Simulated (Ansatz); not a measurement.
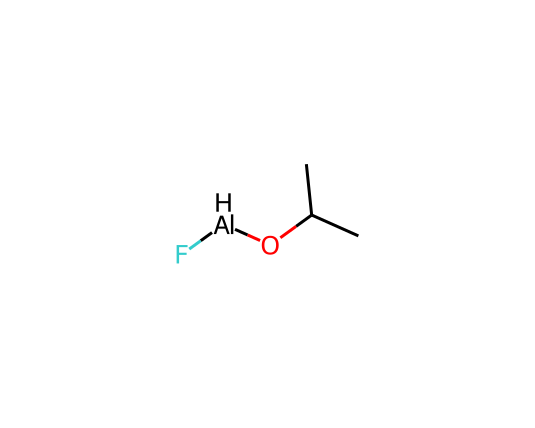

Structural formula above. The computed structure is the end point of a PBE0-D4/def2-TZVP optimisation.

Describe the 3D structure.

Formula C₃H₈AlFO. SMILES: `CC(C)[O][AlH][F]`. This geometry has C1 symmetry. Coordination: 3 C tetrahedral; 1 O bent; 1 Al trigonal planar.

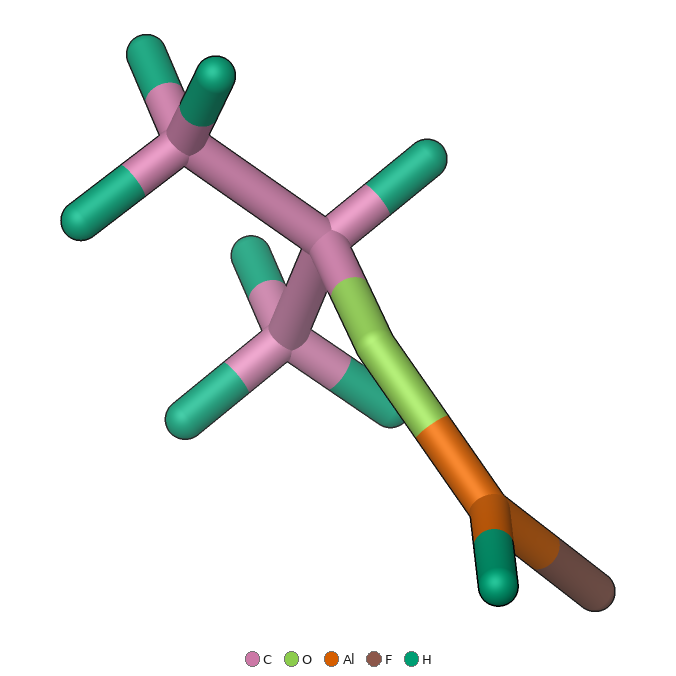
